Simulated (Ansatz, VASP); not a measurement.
# AgCl: VASP beside Ansatz, part 2 of 2

Wanted: the spread between two codes on one cell, functional and k mesh. The cell is taken from a series of VASP runs on this material, whose earlier steps may have relaxed, scaled or displaced it; both programs get it as it stands. Valence electrons are named where the data sets of a main pair hold unlike numbers.

VASP 6.6.1 and Ansatz 0.2.0.

So far. Step 2 (Ansatz: single point, r2SCAN with rVV10): The run ends at a pressure of 0.09 GPa.

**5. VASP: band structure, r2SCAN with rVV10**

Level of this step: r2SCAN with rVV10; plane waves and PAW (Ag, Cl) (VASP).

Levels along a path test the potential and the projectors away from the mesh points.

File INCAR:

```
SYSTEM = AgCl
PREC = Accurate
ENCUT = 400
EDIFF = 1E-06
NELM = 100
ISMEAR = 0
SIGMA = 0.05
LREAL = .FALSE.
ALGO = Normal
METAGGA = R2SCAN
LUSE_VDW = .TRUE.
IVDW_NL = 2
BPARAM = 11.95
CPARAM = 0.0093
LASPH = .TRUE.
NBANDS = 21
LORBIT = 11
LWAVE = .FALSE.
LCHARG = .FALSE.
KPAR = 2
```

File POSCAR:

```
AgCl
1.0
    0.0000000000      2.7481520757      2.7481520757
    2.7481520757      0.0000000000      2.7481520757
    2.7481520757      2.7481520757      0.0000000000
Ag Cl
1 1
Direct
    0.0000000000      0.0000000000      0.0000000000
    0.5000000000      0.5000000000      0.5000000000
```

File KPOINTS:

```
Automatic mesh
0
Gamma
8 8 8
0 0 0
```

File KPOINTS_OPT:

```
Line mode
16
Line-mode
Reciprocal
  0.00000000   0.00000000   0.00000000 GAMMA
  0.50000000   0.00000000   0.50000000 X

  0.50000000   0.00000000   0.50000000 X
  0.50000000   0.25000000   0.75000000 W

  0.50000000   0.25000000   0.75000000 W
  0.37500000   0.37500000   0.75000000 K

  0.37500000   0.37500000   0.75000000 K
  0.00000000   0.00000000   0.00000000 GAMMA

  0.00000000   0.00000000   0.00000000 GAMMA
  0.50000000   0.50000000   0.50000000 L

  0.50000000   0.50000000   0.50000000 L
  0.62500000   0.25000000   0.62500000 U

  0.62500000   0.25000000   0.62500000 U
  0.50000000   0.25000000   0.75000000 W

  0.50000000   0.25000000   0.75000000 W
  0.50000000   0.50000000   0.50000000 L

  0.50000000   0.50000000   0.50000000 L
  0.37500000   0.37500000   0.75000000 K

  0.62500000   0.25000000   0.62500000 U
  0.50000000   0.00000000   0.50000000 X
```

Potentials, in the order of the species: Ag and Cl (PBE family, release 64).

On the command line:

```bash
> mpirun -np 2 vasp_std
```

Numbers of over 12 decimals in the logs are rounded to 6 here.

The log of the run:

```text
[banner, memory and clock lines left out]
running    2 mpi-ranks, on    1 nodes
[...]
[... a notice as in an earlier step ...]

 [... a notice as in an earlier step ...]

 LDA part: xc-table for (None), standard interpolation
 POSCAR, INCAR and KPOINTS ok, starting setup
[...]
entering main loop
       N       E                     dE             d eps       ncg     rms          rms(c)
Total rVV10 correction in eV:      0.5284862    21.5737324
Total rVV10 correction in eV:      0.5284862    21.5737324
DAV:   1     0.654644912261E+02    0.65464E+02   -0.71155E+03  1250   0.635E+02
DAV:   2    -0.295952373155E+02   -0.95060E+02   -0.85869E+02  1426   0.176E+02
DAV:   3    -0.331438709913E+02   -0.35486E+01   -0.35262E+01  1466   0.344E+01
DAV:   4    -0.331677256618E+02   -0.23855E-01   -0.23852E-01  1368   0.306E+00
DAV:   5    -0.331680554494E+02   -0.32979E-03   -0.32978E-03  1512   0.354E-01    0.707E+00
Total rVV10 correction in eV:      0.5278083    21.5737320
Total rVV10 correction in eV:      0.5278083    21.5737320
[...]
Total rVV10 correction in eV:      0.5431897    21.5737320
Total rVV10 correction in eV:      0.5431897    21.5737320
   1 F= -.28092014E+02 E0= -.28092014E+02  d E =-.180826E-20
 Start KPOINTS_OPT (optional k-point list driver)
k-point batch [1-29\160]
       N       E                     dE             ncg
DAV:   1     0.271128858451E+04   -0.10072E+05     1242
DAV:   2    -0.569253707995E+02   -0.27682E+04     1416
DAV:   3    -0.153250616418E+03   -0.96325E+02     1450
DAV:   4    -0.153925618887E+03   -0.67500E+00     1456
DAV:   5    -0.153935781300E+03   -0.10162E-01     1504
DAV:   6    -0.153935999175E+03   -0.21788E-03     1535
DAV:   7    -0.153936004624E+03   -0.54488E-05     1460
DAV:   8    -0.153936004768E+03   -0.14405E-06     1068
[...]
k-point batch [146-160\160]
       N       E                     dE             ncg
DAV:   1     0.926034793885E+04   -0.76482E+04      630
DAV:   2     0.781515448044E+04   -0.14452E+04      723
DAV:   3     0.776503140035E+04   -0.50123E+02      794
DAV:   4     0.776469031826E+04   -0.34108E+00      743
DAV:   5     0.776468529767E+04   -0.50206E-02      792
DAV:   6     0.776468519126E+04   -0.10642E-03      778
DAV:   7     0.776468518868E+04   -0.25755E-05      810
DAV:   8     0.776468518862E+04   -0.60261E-07      512
```

From OUTCAR (step 5):

```text
  Total       -0.0307985     -0.0307985     -0.0307985      0.0000000      0.0000000      0.0000000
  in kB       -1.1887439     -1.1887439     -1.1887439      0.0000000      0.0000000      0.0000000
  external PRESSURE =      -1.1887439 kB  Pullay stress =       0.0000000 kB

 POSITION                                       TOTAL-FORCE (eV/Angst)
 -----------------------------------------------------------------------------------
      0.00000      0.00000      0.00000        -0.000000      0.000000      0.000000
      2.74815      2.74815      2.74815         0.000000     -0.000000     -0.000000
 -----------------------------------------------------------------------------------
    total drift:                                0.000000      0.000000      0.000000

  FREE ENERGIE OF THE ION-ELECTRON SYSTEM (eV)
  ---------------------------------------------------
  free  energy   TOTEN  =       -28.0920138926 eV

  energy  without entropy=      -28.0920138926  energy(sigma->0) =      -28.09201389

[... 1 part as in an earlier step ...]

[... 2 further parts left out ...]
[key lines of the parts left out:]
E-fermi :   4.2036
```

Spin-orbit coupling is off here; it would split degenerate levels.

**6. Ansatz: band structure, r2SCAN with rVV10**

The same cell, functional, mesh and smearing now go to Ansatz, which takes its cutoff from its data sets.

The cell is taken from a series of VASP runs on this material, whose earlier steps may have relaxed, scaled or displaced it; both programs get it as it stands.

File input.yaml:

```yaml
crystal:
  lattice:
    - [0.0, 2.7481520757, 2.7481520757]
    - [2.7481520757, 0.0, 2.7481520757]
    - [2.7481520757, 2.7481520757, 0.0]
  atoms:
    - { symbol: Ag, position: [0.0, 0.0, 0.0] }
    - { symbol: Cl, position: [0.5, 0.5, 0.5] }
hamiltonian:
  xc: r2scan
  pseudopotentials: { kind: paw }
  dispersion: rvv10
kpoints:
  mp_grid: { grid: [8, 8, 8] }
  band_path:
    path:
      - [0.0, 0.0, 0.0]
      - [0.16667, 0.0, 0.16667]
      - [0.33333, 0.0, 0.33333]
      - [0.5, 0.0, 0.5]
      - [0.5, 0.08333, 0.58333]
      - [0.5, 0.18333, 0.68333]
      - [0.5, 0.25, 0.75]
      - [0.45, 0.3, 0.75]
      - [0.40833, 0.34167, 0.75]
      - [0.35, 0.35, 0.7]
      - [0.225, 0.225, 0.45]
      - [0.075, 0.075, 0.15]
      - [0.03333, 0.03333, 0.03333]
      - [0.23333, 0.23333, 0.23333]
      - [0.4, 0.4, 0.4]
      - [0.5, 0.5, 0.5]
      - [0.51667, 0.46667, 0.51667]
      - [0.55833, 0.38333, 0.55833]
      - [0.60833, 0.28333, 0.60833]
      - [0.60833, 0.25, 0.64167]
      - [0.55833, 0.25, 0.69167]
      - [0.51667, 0.25, 0.73333]
      - [0.5, 0.3, 0.7]
      - [0.5, 0.38333, 0.61667]
      - [0.5, 0.48333, 0.51667]
      - [0.475, 0.475, 0.55]
      - [0.425, 0.425, 0.65]
      - [0.38333, 0.38333, 0.73333]
      - [0.59167, 0.18333, 0.59167]
      - [0.55, 0.1, 0.55]
      - [0.5, 0.0, 0.5]
    npoints: 1
scf:
  occupations: { method: gaussian, width: 0.05 }
  n_extra_bands: 7
output:
  forces: true
  stress: true
  eigenvalues: true
```

On the command line:

```bash
> ansatz run input.yaml --threads 2 --pin off --max-ram 4608MiB --backend cpu --events-out ev --progress --plain --runs-dir out
```

The log of the run:

```text
[...]
Crystal: 2 atoms, lattice volume = 41.510 Å³
Basis set: ecut = 500 eV, 1067 PW (Γ), exchange–correlation on 128×128×128 points (64 copies of the dense FFT grid, shifted against one another)
Bands: 20, of which v1, the nominal top of the filled ones, is band 13 counted from 1 (12 counted from 0)
Symmetry: 48 space group operations
[...]
k-points: 29 of 512
[...]
k-point 0: bands = [... 9 lower, 5.7213, 5.7213, 5.7405, 5.7405, 9.6702, 19.3908, 19.3908, 19.3908, ... 3 higher]
  k-point 1: bands = [... 9 lower, 5.7405, 5.9817, 6.5854, 6.5854, 10.3776, 18.0735, 19.1637, 19.1637, ... 3 higher]
  k-point 2: bands = [... 9 lower, 5.8726, 6.1537, 7.3997, 7.3997, 11.7170, 16.4992, 17.9587, 17.9587, ... 3 higher]
  k-point 28: bands = [... 9 lower, 6.1507, 6.1915, 6.2293, 7.0473, 13.0267, 16.5548, 16.5548, 16.9441, ... 3 higher]
[key lines of the parts left out:]
SCF converged after 6 iterations
Free energy (F): -8686.336209 eV
Fermi energy:    8.963618 eV
P = ⅓ Tr σ = 0.0850 GPa (0.850 kbar)
```

It took 5.9 s on 2 threads of Arm Neoverse N1, shared host; peak memory 0.45 GiB; 11 s of CPU time.

**7. Side by side**

What differs besides the data sets and the points named for the pairs above, as far as they apply: the data sets hold 26 valence electrons in Ansatz (on its default PAW (the set named soft_2) files) and 18 in VASP. Total energies have different zeros and are not compared.

The two programs side by side:

```csv
quantity,Ansatz,VASP,difference
pressure (GPa),0.09,-0.12,+0.20
gap over the path points (eV),1.417,1.364,+0.053
```

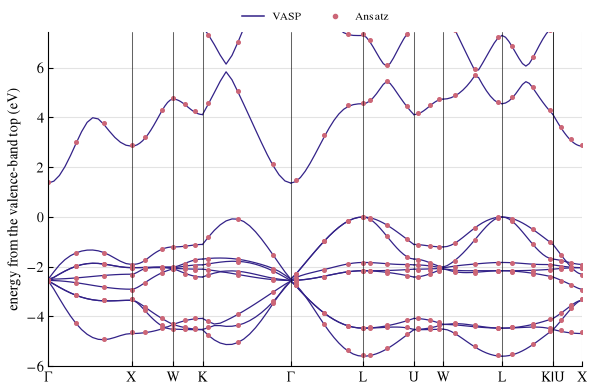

Bands from VASP (lines) and levels from Ansatz (dots). Dots without a line are higher empty bands that the VASP plot leaves out.

Levels at points of the path, from each program's valence-band top (eV; 4 filled, then empty):

| k (reciprocal lattice) | Ansatz | VASP |
| --- | --- | --- |
| 0.000 0.000 0.000 | -2.53 -2.53 -2.51 -2.51 1.42 11.14 11.14 | -2.55 -2.55 -2.50 -2.50 1.36 11.28 11.28 |
| 0.167 0.000 0.167 | -2.46 -1.98 -1.98 -1.44 3.01 9.48 9.64 | -2.45 -1.98 -1.98 -1.44 2.96 9.50 9.70 |
| 0.333 0.000 0.333 | -2.37 -1.91 -1.91 -1.44 3.77 8.13 8.54 | -2.35 -1.89 -1.89 -1.43 3.73 8.09 8.59 |
| 0.500 0.000 0.500 | -2.32 -2.06 -2.06 -1.93 2.89 8.20 9.32 | -2.30 -2.04 -2.04 -1.91 2.85 8.24 9.27 |
| 0.500 0.083 0.583 | -2.09 -2.06 -2.05 -1.74 3.23 8.14 9.13 | -2.07 -2.04 -2.02 -1.73 3.19 8.18 9.09 |
| 0.500 0.183 0.683 | -2.06 -2.04 -2.03 -1.30 4.31 8.13 8.61 | -2.04 -2.02 -2.01 -1.29 4.28 8.15 8.60 |
| 0.500 0.250 0.750 | -2.10 -2.06 -2.02 -1.21 4.77 8.30 8.30 | -2.09 -2.04 -2.01 -1.20 4.74 8.30 8.30 |
| 0.450 0.300 0.750 | -2.11 -2.00 -1.88 -1.18 4.55 7.88 8.50 | -2.08 -1.98 -1.86 -1.17 4.52 7.88 8.49 |
| 0.408 0.342 0.750 | -2.12 -1.96 -1.74 -1.13 4.25 7.69 8.62 | -2.10 -1.93 -1.73 -1.12 4.22 7.69 8.61 |
| 0.350 0.350 0.700 | -2.15 -1.90 -1.68 -0.81 4.58 7.33 8.48 | -2.12 -1.88 -1.67 -0.81 4.55 7.32 8.47 |

Among the levels compared at these points, filled levels agree within 27 meV and empty ones within 145 meV. Ansatz's pressure holds a Pulay correction of 0.05 GPa; VASP's holds none.

**8. Results**

```yaml
difference_in_gap_on_the_k_mesh_single_point_r2scan_with_rvv10: 0.053 eV
largest_difference_of_a_filled_level_at_the_path_points_band_structure_r2scan_with_rvv10: 27 meV
difference_in_gap_over_the_path_points_band_structure_r2scan_with_rvv10: 0.053 eV
```

What this shows: The difference in gap on the k mesh is 0.053 eV (single point, r2SCAN with rVV10), within the 0.08 eV picked in this series as the mark of a large difference. The data sets hold unlike numbers of valence electrons (26 in Ansatz and 18 in VASP), so part of the differences comes from the potentials. 2 further runs of this series are not shown here. Such differences can come from data sets, numerical settings and the points named under the comparisons, not from the functional's error against experiment.

[Lines on the potential files, build, host, timing and source positions are cut from VASP's logs without a mark.]

[Logs are printed without paths, hosts, clocks, repeated set-up lines and the standing remarks that a program may print on its own settings, such as how far it seeks lower states.]

[Hosts, paths, dates, database ids (printed as entryN), source tags and the programs' standing remarks are cut or masked in the printed files.]
